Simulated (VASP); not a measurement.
# The low-index faces of Hf, part 5 of 5

Which face of Hf is cheapest, and which holds its electrons hardest?

VASP 6.6.1; PBE; plane waves and PAW (Hf).

So far. Step 5 (Vacuum level and density of states, 8 atoms, face …): The vacuum level lies 4.36 eV above the Fermi level at the upper face; both faces agree, as the slab has next to no dipole. Step 6 (Relaxing the slab, 12 atoms, face Hf(10-10)): The run ended after 11 ionic steps, 0.079 eV below its first step, once the forces on the free atoms met EDIFFG = -0.03.

## 7. Potential and states of the slab, 12 atoms, face Hf(10-10)

Contents of INCAR:

```
SYSTEM = Hf
PREC = Normal
ENCUT = 320
EDIFF = 1E-06
NELM = 120
ISMEAR = 1
SIGMA = 0.15
LREAL = .FALSE.
ALGO = Fast
GGA = PE
NBANDS = 36
LASPH = .TRUE.
LORBIT = 11
LWAVE = .FALSE.
LCHARG = .TRUE.
KPAR = 4
IDIPOL = 3
LDIPOL = .TRUE.
DIPOL = 0.5 0.5 0.5
LVHAR = .TRUE.
LVACPOTAV = .TRUE.
NEDOS = 1500
```

Contents of POSCAR:

```
Hf
1.0
    3.1939811660      0.0000000000      0.0000000000
    0.0000000000      5.0399729360      0.0000000000
    0.0000000000      0.0000000000     29.7523670878
Hf
12
Direct
    0.0000000000      0.0000000000      0.2556887233
    0.5000000000      0.0000000000      0.3436201538
    0.5000000000      0.5000000000      0.2847100191
    0.0000000000      0.0000000000      0.4373836239
    0.0000000000      0.5000000000      0.3760808505
    0.5000000000      0.0000000000      0.5310242056
    0.5000000000      0.5000000000      0.4689757944
    0.0000000000      0.0000000000      0.6239191495
    0.0000000000      0.5000000000      0.5626163761
    0.5000000000      0.0000000000      0.7152899809
    0.5000000000      0.5000000000      0.6563798462
    0.0000000000      0.5000000000      0.7443112767
```

Contents of KPOINTS:

```
Automatic mesh
0
Gamma
9 6 1
0 0 0
```

The projector-augmented-wave data sets are Hf (PBE family, release 64).

The run is started by

```bash
$ mpirun -np 4 vasp_std
```

What it wrote:

```text
[... set-up lines as in an earlier step ...]
 entering main loop
       N       E                     dE             d eps       ncg     rms          rms(c)
DAV:   1     0.679625246860E+02    0.67963E+02   -0.11897E+04  1440   0.679E+02
DAV:   2    -0.101112457734E+03   -0.16907E+03   -0.15613E+03  1972   0.134E+02
DAV:   3    -0.121720173019E+03   -0.20608E+02   -0.19344E+02  1964   0.436E+01
DAV:   4    -0.123540508346E+03   -0.18203E+01   -0.17396E+01  2604   0.108E+01
DAV:   5    -0.123614934414E+03   -0.74426E-01   -0.72613E-01  2460   0.225E+00    0.314E+01
RMM:   6    -0.140812826785E+03   -0.17198E+02   -0.10023E+02  2412   0.175E+01    0.192E+01
RMM:   7    -0.149405879113E+03   -0.85931E+01   -0.82464E+01  2123   0.166E+01    0.211E+01
RMM:   8    -0.116488859760E+03    0.32917E+02   -0.15430E+01  1659   0.970E+00    0.605E+00
RMM:   9    -0.115881665187E+03    0.60719E+00   -0.51260E+00  2262   0.514E+00    0.342E+00
RMM:  10    -0.115906553628E+03   -0.24888E-01   -0.14719E+00  2294   0.266E+00    0.246E+00
RMM:  11    -0.115782087002E+03    0.12447E+00   -0.41292E-01  2346   0.145E+00    0.142E+00
RMM:  12    -0.115716491271E+03    0.65596E-01   -0.25887E-01  2331   0.101E+00    0.514E-01
RMM:  13    -0.115719677214E+03   -0.31859E-02   -0.68406E-02  2509   0.507E-01    0.364E-01
RMM:  14    -0.115716794027E+03    0.28832E-02   -0.22845E-02  2121   0.352E-01    0.113E-01
RMM:  15    -0.115716675058E+03    0.11897E-03   -0.76932E-03  2433   0.182E-01    0.628E-02
RMM:  16    -0.115716841739E+03   -0.16668E-03   -0.27365E-03  2511   0.936E-02    0.411E-02
RMM:  17    -0.115716811154E+03    0.30585E-04   -0.60785E-04  2110   0.606E-02    0.311E-02
RMM:  18    -0.115716768861E+03    0.42293E-04   -0.19898E-04  2298   0.357E-02    0.108E-02
RMM:  19    -0.115716778396E+03   -0.95348E-05   -0.93094E-05  2331   0.217E-02    0.729E-03
RMM:  20    -0.115716783416E+03   -0.50203E-05   -0.41348E-05  2324   0.128E-02    0.531E-03
RMM:  21    -0.115716815255E+03   -0.31839E-04   -0.11265E-05  1919   0.808E-03    0.418E-03
RMM:  22    -0.115716857933E+03   -0.42677E-04   -0.83684E-06  1828   0.748E-03    0.321E-03
RMM:  23    -0.115716895568E+03   -0.37636E-04   -0.35648E-06  1572   0.483E-03    0.143E-03
RMM:  24    -0.115716920237E+03   -0.24669E-04   -0.11874E-06  1401   0.343E-03    0.101E-03
RMM:  25    -0.115716931459E+03   -0.11222E-04   -0.72918E-07  1296   0.258E-03    0.407E-04
RMM:  26    -0.115716934682E+03   -0.32230E-05   -0.46439E-07  1200   0.204E-03    0.277E-04
RMM:  27    -0.115716935503E+03   -0.82150E-06   -0.30979E-07  1079   0.167E-03
 [... a notice as in an earlier step ...]

   1 F= -.11571694E+03 E0= -.11571118E+03  d E =-.172539E-01
```

It took 58 s on 4 MPI ranks of Intel Xeon 6975P-C (Granite Rapids), shared host; peak memory 1.1 GiB; 3.8 min of CPU time.

Parts of OUTCAR (step 7):

```text
   NELECT =      48.0000    total number of electrons

 dipolmoment           0.000000      0.000000     -0.000000 electrons x Angstroem

 E-fermi :   1.2920

 k-point     1 :       0.0000    0.0000    0.0000
  band No.  band energies     occupation
    ...
     17       0.7099      2.00000
     18       0.7913      2.00002
     19       0.8080      2.00005
     20       0.9491      2.00571
     21       1.2065      1.81222
     22       1.4467     -0.05621
     23       1.5952     -0.01489
     24       1.9053     -0.00000
     25       2.1323     -0.00000
     26       2.1637     -0.00000
    ...

  Total       -4.9129782     -2.6195586     -0.6981104      0.0000000      0.0000000      0.0000000
  in kB      -16.4351375     -8.7630767     -2.3353533      0.0000000      0.0000000      0.0000000
  external PRESSURE =      -9.1778559 kB  Pullay stress =       0.0000000 kB

 POSITION                                       TOTAL-FORCE (eV/Angst)
 -----------------------------------------------------------------------------------
      0.00000      0.00000      7.60734         0.000000      0.000000      0.028409
      1.59699      0.00000     10.22351         0.000000      0.000000      0.009242
      1.59699      2.51999      8.47080         0.000000      0.000000     -0.001168
      0.00000      0.00000     13.01320         0.000000      0.000000      0.017785
      0.00000      2.51999     11.18930         0.000000      0.000000     -0.011692
      1.59699      0.00000     15.79923         0.000000      0.000000     -0.001692
      1.59699      2.51999     13.95314         0.000000      0.000000      0.001692
      0.00000      0.00000     18.56307         0.000000      0.000000      0.011692
      0.00000      2.51999     16.73917         0.000000      0.000000     -0.017785
      1.59699      0.00000     21.28157         0.000000      0.000000      0.001168
      1.59699      2.51999     19.52885         0.000000      0.000000     -0.009242
      0.00000      2.51999     22.14502         0.000000      0.000000     -0.028409
 -----------------------------------------------------------------------------------
    total drift:                               -0.000000     -0.000000     -0.000000

  FREE ENERGIE OF THE ION-ELECTRON SYSTEM (eV)
  ---------------------------------------------------
  free  energy   TOTEN  =      -115.7169355034 eV

  energy  without entropy=     -115.6996815647  energy(sigma->0) =     -115.71118419

 vacuum level on the upper side and lower side of the slab         5.202         5.202

[... 8 parts as in an earlier step ...]

[... 9 further parts left out ...]
```

Numbers from this step:

```
electronic cycles                          : 27
Fermi energy                               : 1.292 eV
dipole moment                              : 0, 0, 0 e·Å
vacuum levels                              : 5.202, 5.202 eV
work functions of the upper and lower face : 3.91, 3.91 eV
```

The planar average of the electrostatic potential oscillates, so the rows of the table below give means over windows of 2.76 Å about each position, cut where the curve ends. Its maxima inside the range that stand out by 2 % of the span (Å: eV): 9.4: -3.05, 12.1: -2.66, 14.9: -2.55, 17.6: -2.66, 20.4: -3.05. Its minima: 8.0: -8.44, 10.7: -7.84, 13.5: -7.93, 16.3: -7.93, 19.0: -7.84, 21.8: -8.44.

Zero at the Fermi level. Table of planar average of the electrostatic potential by height; means over each step:

| height (Å) | planar average of the electrostatic potential (eV) |
| --- | --- |
| 1.38 | 3.91 |
| 4.14 | 3.85 |
| 6.90 | -2.25 |
| 9.66 | -5.52 |
| 12.42 | -5.22 |
| 15.18 | -5.17 |
| 17.94 | -5.20 |
| 20.70 | -5.64 |
| 23.46 | 0.362 |
| 26.22 | 3.89 |
| 28.98 | 3.91 |

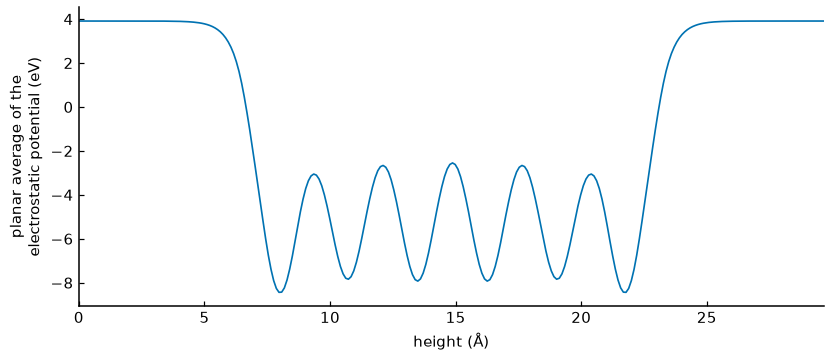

Planar average of the electrostatic potential, plotted against height.

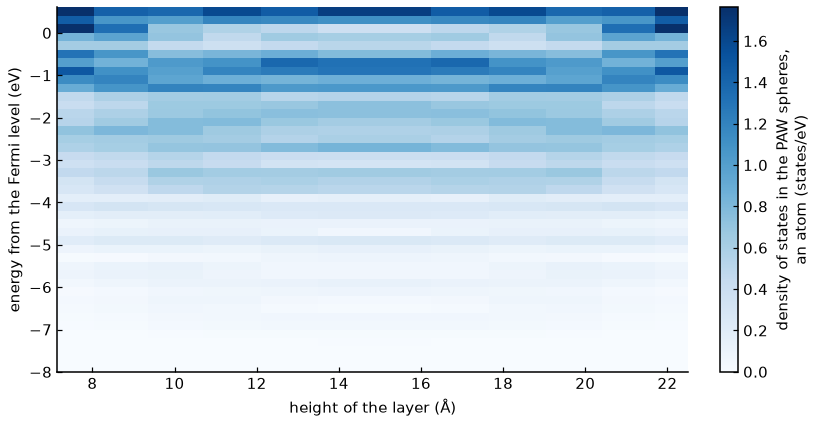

Density of states in the PAW spheres, an atom over height of the layer and energy from the Fermi level.

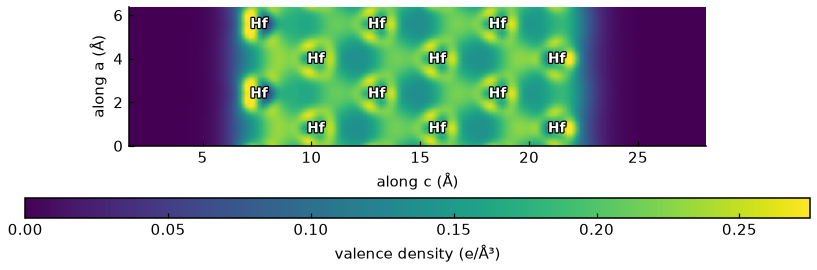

Valence density in the ca plane at fractional y = 0.000, with atoms of Hf within 0.2 Å of it. It is the smooth field of the valence electrons, not physical close to the nuclei. The map starts off the cell's origin, so that atoms lie inside it. The far vacuum is left out of the map.

The map of layer states is cut here 0.5 eV above the Fermi level, so it leaves out the states above that.

The vacuum level lies 3.91 eV above the Fermi level at the upper face; both faces agree, as the slab has next to no dipole.

The program found no field-free point at its default tolerance, but its printed level agrees with the flat part of the planar average.

On this mesh the fine structure of the density of states is sampling noise, and high empty states may be cut by the number of bands.

## 8. The faces side by side

This step: surfaces of a metal, PBE; plane waves and PAW (VASP 6.6.1).

This step runs nothing: it gathers the runs above.

Symmetric slabs, all atoms free. All faces:

| face | layers | area a surface atom (Å²) | work function (eV) | surface energy as cut (J/m²) | surface energy relaxed (J/m²) | change of the top spacing (%) |
| --- | --- | --- | --- | --- | --- | --- |
| Hf(0001) | 8 | 8.835 | 4.365 | 1.88 | 1.747 | -6.84 |
| Hf(10-10) | 12 | 16.1 | 3.91 | 1.923 | 1.883 | -6.35 |

Each surface energy is the slab's energy less its number of atoms times the bulk energy of -9.9579 eV, over twice the cell's area.

## 9. Summary of results

```
Hf(0001)  : 1.75 J/m², 4.36 eV
Hf(10-10) : 1.88 J/m², 3.91 eV
```

In words: The cheapest face is Hf(0001) at 1.75 J/m², against 1.88 for Hf(10-10). The work functions are 4.36 eV for Hf(0001) and 3.91 eV for Hf(10-10). The densest face has the highest work function, as the smoothing of the electron density over an open face lowers the surface dipole. The densest face is also the cheapest, since it cuts the fewest bonds an area. The top spacing changes by -6.8 % on Hf(0001) and -6.3 % on Hf(10-10). Of the two ends of the prism face, the one with the short outer spacing was run. One thickness was run for each face, and bulk and slab meshes don't match, which leaves some hundredths of a J/m². The cells are 1 × 1 and can't reconstruct. Spin-orbit coupling is left out, which matters for a heavy metal.

[Lines on the potential files, build, host, timing and source positions are cut from VASP's logs without a mark.]

[Logs are printed without paths, hosts, clocks, repeated set-up lines and the standing remarks that a program may print on its own settings, such as how far it seeks lower states.]

[Hosts, paths, dates, database ids (printed as entryN), source tags and the programs' standing remarks are cut or masked in the printed files.]

[Runs that stopped without an error message from VASP are left out.]
